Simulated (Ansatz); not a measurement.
## Quasiparticle gap of SrTiO3 (I4/mcm)

Wanted: the gap of SrTiO3 (I4/mcm) with a many-body correction, and the time that it takes.

Main program and level: Ansatz 0.2.0; PBE, then G0W0 on it, plane waves, PAW.

**1. The structure**

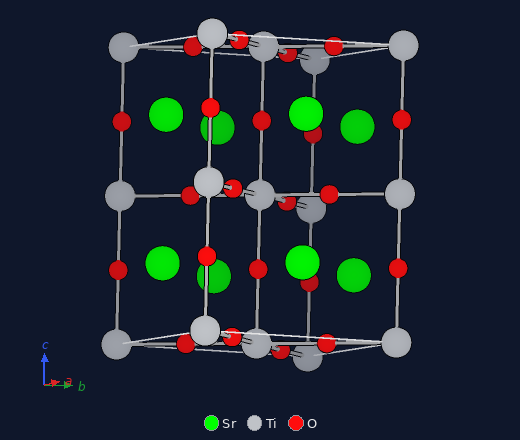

The starting structure, seen from a free direction (strontium green, titanium light grey, oxygen red). This picture shows the conventional cell, with its axes. Some periodic images of atoms are drawn too.

The cell and positions come from the Crystallography Open Database and are kept as given unless a step says otherwise. The default PAW set here is soft_2. Its files were made with PBE.

**2. The PBE band structure**

Levels along a band path and on the mesh show where this functional puts the band edges.

This step: DFT, PBE, plane waves, PAW.

input.yaml reads:

```yaml
crystal:
  lattice:
    - [-2.7555, 2.7555, 3.898]
    - [2.7555, -2.7555, 3.898]
    - [2.7555, 2.7555, -3.898]
  atoms:
    - { symbol: Sr, position: [0.75, 0.25, 0.5] }
    - { symbol: Sr, position: [0.25, 0.75, 0.5] }
    - { symbol: Ti, position: [0.0, 0.0, 0.0] }
    - { symbol: Ti, position: [0.5, 0.5, 0.0] }
    - { symbol: O, position: [0.25, 0.25, 0.0] }
    - { symbol: O, position: [0.75, 0.75, 0.0] }
    - { symbol: O, position: [0.7451, 0.2451, 0.9902] }
    - { symbol: O, position: [0.2451, 0.2549, 0.5] }
    - { symbol: O, position: [0.2549, 0.7549, 0.0098] }
    - { symbol: O, position: [0.7549, 0.7451, 0.5] }
kpoints:
  mp_grid: { grid: [6, 6, 6] }
  band_path:
    path:
      - [[0.0, 0.0, 0.0], [0.0, 0.0, 0.5], [0.25, 0.25, 0.25], [0.0, 0.5, 0.0], [0.0, 0.0, 0.0], [0.5, 0.5, -0.5], [0.37492725, 0.62507275, -0.37492725]]
      - [[-0.37492725, 0.37492725, 0.37492725], [0.0, 0.0, 0.0]]
      - [[0.0, 0.0, 0.5], [-0.24985449, 0.24985449, 0.5]]
      - [[0.5, 0.5, -0.24985449], [0.5, 0.5, -0.5]]
    npoints: 10
hamiltonian:
  xc: pbe
scf:
  occupations: { method: fermi_dirac, width: 0.02 }
  n_extra_bands: 7
output:
  eigenvalues: true
  forces: true
  stress: true
  write_density: true
  write_potential: true
  elf: true
  volumetric_format: npy
```

On the command line:

```sh
ansatz run input.yaml --threads 3 --pin off --max-ram 92160MiB --backend cuda --events-out ev --progress --plain --runs-dir out --devices 1 --max-vram 13GiB  # rebuilt from the run's record
```

Numbers of over 12 decimals in the logs are rounded to 6 here.

Log:

```text
scf.n_extra_bands = 7 over 40 filled bands (N_el = 80.0): the run solves 47 bands
GPUs: using 1 of 1 available (devices: 1).
Engine: ansatz 0.2.0, x86_64-unknown-linux-gnu
Pseudopotentials: kind: paw
Pseudopotential: Sr, paw, valence charge 10, recommended cutoff 420 eV (normal), Sr.paw.azcp
Pseudopotential: Ti, paw, valence charge 12, recommended cutoff 420 eV (normal), Ti.paw.azcp
Pseudopotential: O, paw, valence charge 6, recommended cutoff 420 eV (normal), O.paw.azcp
Functional definition: PBE
  parameter kappa = 0.804
  parameter beta = 0.066725
  exchange = pbe_x(kappa = kappa, mu = beta*pi^2/3)
  correlation = pbe_c(beta = beta)
device memory: the entry about to start is reckoned to put 2.5 GiB on a device that reports 60.6 GiB free (of which the cap on the GPU budget leaves the run 13.0 GiB)
GPU FFT provider: cuFFT
GPU libraries: cuBLAS 13.8.2, cuFFT 12.4.0, cuSOLVER 12.3.4
Crystal: 10 atoms, lattice volume = 118.387 Å³
Basis set: ecut = 420 eV, 2277 PW (Γ), exchange–correlation on 80×80×80 points (8 copies of the dense FFT grid, shifted against one another)
Bands: 47, of which v1, the nominal top of the filled ones, is band 40 counted from 1 (39 counted from 0)
Symmetry: 16 space group operations
Space group: I4/mcm (ITA 140), of the structure as read, at distance tolerance 4.9e-5 Å
k-points: 30 of 216
Non-local potential: Sr, projectors of the file, l = 0: 3, l = 1: 2, l = 2: 2
Non-local potential: Ti, projectors of the file, l = 0: 3, l = 1: 2, l = 2: 3, l = 3: 1
Non-local potential: O, projectors of the file, l = 0: 2, l = 1: 2, l = 2: 1
PAW form: soft (Blöchl's): semilocal exchange-correlation on the pseudo side does not see the compensation charge
PAW one-centre angular grid: Sr, 110 points (default); XC on 64 Gauss nodes
PAW one-centre angular grid: Ti, 590 points (default); XC on 64 Gauss nodes
PAW one-centre angular grid: O, 110 points (default); XC on 64 Gauss nodes
Initial density: superposition of atomic densities (neutral atoms: chi_scale 0, normalization atom), corrected by the library's trained network
Initial wavefunctions: pseudopotential atomic-orbital guess
GPU buffer pool allocated for 64000 grid points (all kernels)
GPU transforms: local potential and band sums: pruned to the plane-wave sphere, on 40×40×40
Functional: x = pbe(κ = 0.804, μ = 0.219515), c = pbe(β = 0.066725)
SCF iter   1: F=—  HF=-15508.914121 eV  |F-HF|=—  |Δ(HF+E_count)|=         —  Δρ=1.96e-3  dr2=2.14e-3  ethr=1.77e-3  ⟨swp⟩=12.4  Hψ=7314  notcnv=0
preconditioner: auto → Resta (q_TF=auto, 2.556 Å⁻¹)  ε∞=6.4  [insulator: Δε(μ)=1.886 eV  Ē_g=11.378 eV  σ=0.020 eV  W_gap=1.00  n_scr=26 (ndim 8)  ℏωp=26.4 eV  f_vac=0.000  D(μ)=0.00/eV (n_scr^D=0)  ε∞_Penn≈6.4]
SCF iter   2: F=—  HF=-15508.916293 eV  |F-HF|=—  |Δ(HF+E_count)|=   2.17e-3  Δρ=9.43e-4  dr2=3.64e-4  ethr=2.68e-6  ⟨swp⟩=3.3  Hψ=3452  notcnv=0  defer=29
SCF iter   3: F=—  HF=-15508.916603 eV  |F-HF|=—  |Δ(HF+E_count)|=   3.10e-4  Δρ=1.22e-4  dr2=1.45e-5  ethr=4.55e-7  ⟨swp⟩=2.0  Hψ=1828  notcnv=0  defer=30
SCF iter   4: F=—  HF=-15508.916366 eV  |F-HF|=—  |Δ(HF+E_count)|=   2.37e-4  Δρ=2.82e-5  dr2=1.44e-6  ethr=1.82e-8  ⟨swp⟩=2.0  Hψ=1927  notcnv=0  defer=30
SCF iter   5: F=—  HF=-15508.916366 eV  |F-HF|=—  |Δ(HF+E_count)|=   5.97e-8  Δρ=1.80e-5  dr2=2.45e-7  ethr=1.80e-9  ⟨swp⟩=2.0  Hψ=2296  notcnv=0  defer=30
SCF iter   6: F=-15508.916366 eV  HF=-15508.916366 eV  |F-HF|=1.13e-10  |Δ(HF+E_count)|=   3.71e-8  Δρ=2.55e-6  dr2=6.29e-9  ethr=1.25e-10  ⟨swp⟩=14.1  Hψ=11649  notcnv=0
SCF 1 converged in 6 iterations: F = -15508.916366 eV  dr2 = 6.29e-9
  greatest PAW one-centre occupation: 0.999 electrons in one spin orbital (limit 2), on the Ti atom at site 3 (counted from 0), in its partial waves of l = 0
device memory: the entry about to start is reckoned to put 2.7 GiB on a device that reports 59.1 GiB free (of which the cap on the GPU budget leaves the run 13.0 GiB)
NSCF: frozen V_eff on 94 k-points
SCF converged after 6 iterations
Free energy (F): -15508.916366 eV
Harris-Foulkes:  -15508.916366 eV  (|F-HF|=1.13e-10)
Internal energy: -15508.916366 eV  (E = F + TS)
E sigma→0 (E₀):  -15508.916366 eV
Fermi energy:    11.027328 eV
--- Per-component energies (eV) ---
  E_band       = -402.766623
  E_kinetic    = 2098.514331
  E_local      = -4752.502003  (includes V_loc(G=0)·N_el)
  E_nonlocal   = 696.187101
  E_hartree    = 1664.763900
  E_xc         = -993.729429
  E_vxc        = -1145.582889  (∫ρ·V_xc dr)
  E_paw        = -8427.701870  (= ΣΔE_a)
  E_vpaw       = -628.928850  (= ΣTr[D̂ρ^β])
  E_aug_tail   = 0.015243  (compensation charges beyond the density's cutoff)
  E_ewald      = -5794.463639
  E_smearing   = -0.000000  (= −TS)
  E_closure    = -0.000000  (closes the sum)
  Σ components = -15508.916366   (vs F -15508.916366, Δ=0.00e0)
--- Forces (eV/Å), atoms counted from 1 ---
  atom   1  Sr     0.00000000    -0.00000000     0.00000000
  atom   2  Sr    -0.00000000     0.00000000     0.00000000
  atom   3  Ti    -0.00000000     0.00000000     0.00000000
  atom   4  Ti    -0.00000000     0.00000000    -0.00000000
  atom   5  O      0.00000000    -0.00000000     0.00000000
  atom   6  O      0.00000000     0.00000000     0.00000000
  atom   7  O     -0.01131475    -0.01131475     0.00000000
  atom   8  O      0.01131475    -0.01131475     0.00000000
  atom   9  O      0.01131475     0.01131475    -0.00000000
  atom  10  O     -0.01131475     0.01131475     0.00000000
  max |Σ_I F_I| component: 3.47e-18 eV/Å
--- Stress (GPa, compression-positive) ---
        5.454992       0.000000       0.000000
        0.000000       5.454992      -0.000000
        0.000000       0.000000       5.443751
  P = ⅓ Tr σ = 5.4512 GPa (54.512 kbar)
--- Band table (eV; the first three rows and the last of 30) ---
  k-point 0: bands = [... 36 lower, 9.7345, 10.0668, 10.0728, 10.0728, 11.9762, 11.9762, 11.9770, 14.4395, ... 3 higher]
  k-point 1: bands = [... 36 lower, 9.5846, 9.7484, 9.7496, 10.0512, 12.0163, 12.5511, 12.5523, 14.3684, ... 3 higher]
  k-point 2: bands = [... 36 lower, 9.0161, 9.4180, 9.4180, 10.0084, 12.0996, 13.4873, 13.4881, 14.0510, ... 3 higher]
  k-point 29: bands = [... 36 lower, 8.5129, 9.3580, 9.3580, 9.9861, 12.1445, 13.8945, 13.8945, 13.9400, ... 3 higher]
```

Run time: 11 s. Hardware: 1 × NVIDIA H100 80GB HBM3 (shared by 6 runs) with 3 threads of AMD EPYC 7R13 (Zen 3), shared host; peak memory 0.99 GiB.

Reading the cycles: dr2 is the Hartree energy of the density residual (eV), the measure of convergence; HF is the Harris–Foulkes estimate of the energy, which meets the free energy F at convergence.

Numbers from this step:

```yaml
pressure: 5.451 GPa
filled_bands: 40
gap: 1.903 eV
valence_top_at: Γ
conduction_bottom_at: Γ
least_direct_gap: 1.903 eV
```

Over mesh and path the gap is 1.903 eV, direct, at k = Γ. The pressure in this cell is 5 GPa; the cell is kept.

The electronic bands at the labelled points (eV, zero at the top of the highest nominally filled band):

```
     point  band 37  band 38  band 39  band 40  band 41  band 42  band 43  band 44
         Γ    -0.34    -0.01     0.00     0.00     1.90     1.90     1.90     4.37
         X    -1.56    -0.72    -0.72    -0.09     2.07     3.84     3.84     3.85
         P    -1.31    -1.31    -0.64    -0.64     3.03     3.03     3.84     3.84
         N    -0.90    -0.90    -0.62    -0.62     3.40     3.40     3.45     3.45
         Γ    -0.34    -0.01     0.00     0.00     1.90     1.90     1.90     4.37
         M    -1.56    -0.71    -0.71    -0.09     2.07     3.82     3.82     3.87
         S    -1.44    -1.26    -1.01    -0.31     2.62     3.58     3.64     3.86
jump to S0    -1.44    -1.26    -1.01    -0.31     2.62     3.58     3.64     3.86
         Γ    -0.34    -0.01     0.00     0.00     1.90     1.90     1.90     4.37
 jump to X    -1.56    -0.72    -0.72    -0.09     2.07     3.84     3.84     3.85
         R    -1.31    -1.31    -0.64    -0.64     3.03     3.03     3.84     3.84
 jump to G    -1.31    -1.31    -0.64    -0.64     3.03     3.03     3.84     3.84
         M    -1.56    -0.71    -0.71    -0.09     2.07     3.82     3.82     3.87
```

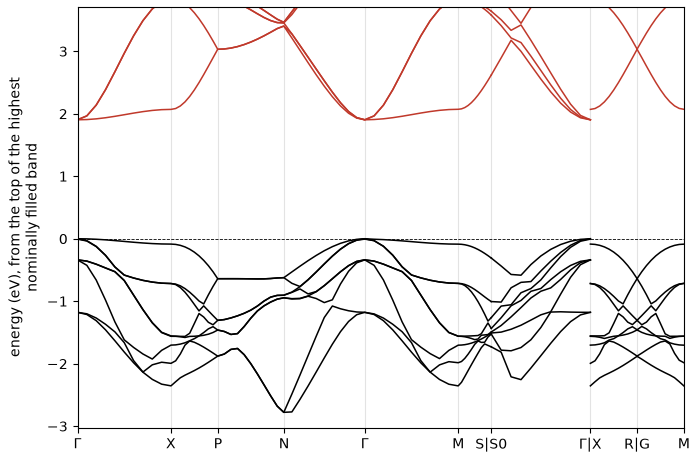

Electronic bands along the path; lines of filled and empty bands in two colours.

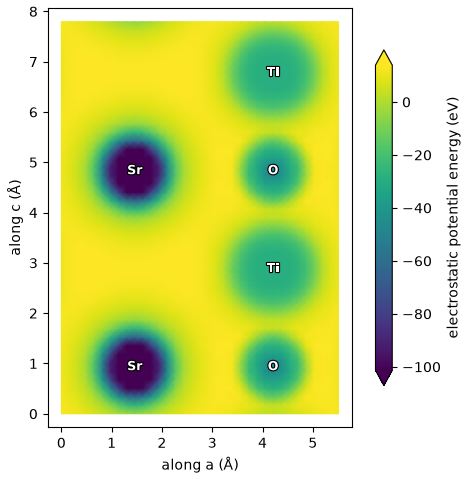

Electrostatic potential energy in the ac plane of the conventional cell at fractional y = 0.000, with atoms of Sr and Ti and O within 0.2 Å of it. With pseudopotentials it is smooth inside the atoms' cores, unlike the true potential. The map starts off the cell's origin, so that atoms lie inside it.

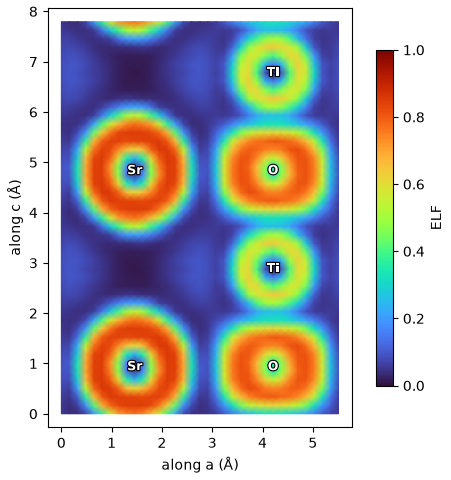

ELF in the ac plane of the conventional cell at fractional y = 0.000, with atoms of Sr and Ti and O within 0.2 Å of it. It is the smooth field of the valence electrons, not physical close to the nuclei. The map starts off the cell's origin, so that atoms lie inside it.

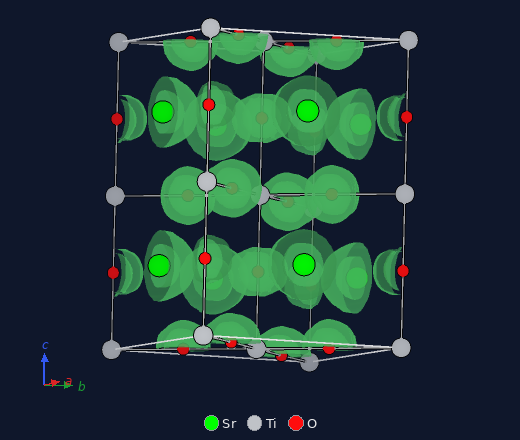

Surface of ELF = 0.79.

(Part 1 of 2 ends here.)

[Paths, hosts, dates, memory and timing lines, banners, echoed tables and standing remarks are left out of the program output.]

[Logs are printed without paths, hosts, clocks, repeated set-up lines and the standing remarks that a program may print on its own settings, such as how far it seeks lower states.]

[Runs of the session that timed out or met a known fault of the program may be left out.]

[Cells called generated may have been cut or substituted from an entry of the Crystallography Open Database or the Materials Project.]

[Hosts, paths, dates, database ids (printed as entryN), source tags and the programs' standing remarks are cut or masked in the printed files.]

[Where an RPA ε∞ is given, it is that of the G0W0 mesh and is not shown converged in it. Names of k-points follow the symmetry that the program found, which can be lower than the space group named. Band edges on a path are those of the sampled points; other points can move an edge, and change direct to indirect where valleys lie close.]

[Hybrid gaps are those of their k-mesh and are not shown converged in it.]
